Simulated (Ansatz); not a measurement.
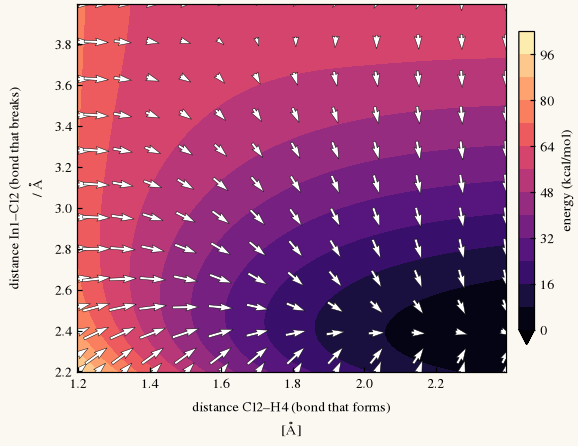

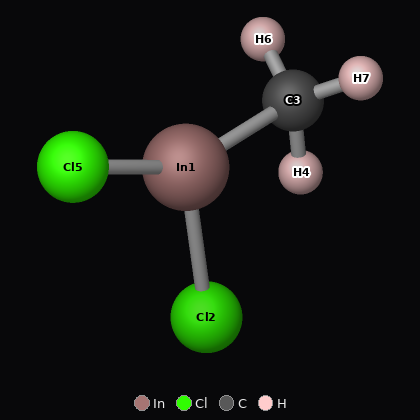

Energy landscape of the reacting system CH3Cl2In (fragments CH₃Cl₂In where the first distance is long, CH₂ClIn + ClH where the second is long). The first coordinate is: distance Cl2–H4 (bond that forms); the second: distance In1–Cl2 (bond that breaks). Relaxed at each point: all other coordinates. Grid: 13 × 13 points. Points are written as (first, second). Energies are in kcal/mol, from the lowest grid point. The reference is spin-restricted, so regions where a bond is pulled apart into radicals lie too high. Computed with RKS SPW92 (LDA)/def2-SVP in Ansatz.

Drawn: filled contours, arrows along the force (downhill), their lengths compressed. Between grid points the surface is interpolated. The second picture is the structure at the lowest point.

Question: What does the map say about the system?

Answer: The lowest grid point is at (2.397 Å, 2.388 Å). It lies at the edge of the scanned range, so the true minimum may lie outside. The highest grid point, (1.197 Å, 2.196 Å), lies 100 kcal/mol above the lowest.

Grid values (kcal/mol):

| second ↓, first → | 1.197 | 1.251 | 1.325 | 1.409 | 1.501 | 1.599 | 1.702 | 1.809 | 1.920 | 2.035 | 2.152 | 2.273 | 2.397 |
| --- | --- | --- | --- | --- | --- | --- | --- | --- | --- | --- | --- | --- | --- |
| 3.996 | 75 | 69 | 65 | 62 | 60 | 60 | 59 | 60 | 61 | 62 | 63 | 63 | 63 |
| 3.810 | 74 | 69 | 64 | 62 | 60 | 59 | 59 | 58 | 58 | 59 | 59 | 58 | 58 |
| 3.629 | 74 | 68 | 64 | 61 | 59 | 58 | 56 | 55 | 55 | 54 | 53 | 53 | 53 |
| 3.452 | 73 | 67 | 63 | 60 | 57 | 55 | 53 | 51 | 49 | 48 | 47 | 46 | 46 |
| 3.280 | 72 | 66 | 61 | 58 | 55 | 52 | 49 | 46 | 44 | 42 | 40 | 39 | 39 |
| 3.114 | 72 | 66 | 60 | 56 | 52 | 47 | 43 | 40 | 37 | 35 | 33 | 32 | 31 |
| 2.953 | 71 | 65 | 59 | 53 | 48 | 43 | 38 | 34 | 30 | 28 | 26 | 24 | 23 |
| 2.799 | 72 | 65 | 58 | 51 | 45 | 38 | 33 | 28 | 24 | 21 | 18 | 16 | 15 |
| 2.652 | 73 | 66 | 58 | 50 | 42 | 35 | 28 | 23 | 18 | 15 | 12 | 10 | 8 |
| 2.514 | 76 | 68 | 59 | 50 | 41 | 33 | 26 | 19 | 14 | 10 | 7 | 5 | 2 |
| 2.388 | 82 | 73 | 63 | 53 | 43 | 34 | 26 | 19 | 13 | 9 | 5 | 2 | 0 |
| 2.277 | 90 | 81 | 70 | 59 | 48 | 38 | 29 | 22 | 16 | 11 | 7 | 4 | 1 |
| 2.196 | 100 | 90 | 78 | 66 | 54 | 44 | 34 | 27 | 20 | 15 | 11 | 8 | 5 |

Each point was launched as `ansatz run input.yaml --threads 1 --pin off --max-ram 2560MiB --backend cpu --events-out ev --progress --plain --runs-dir out`. The whole map (169 points run) took 20 min on 1 thread of Arm Neoverse V1, with other jobs on the host.
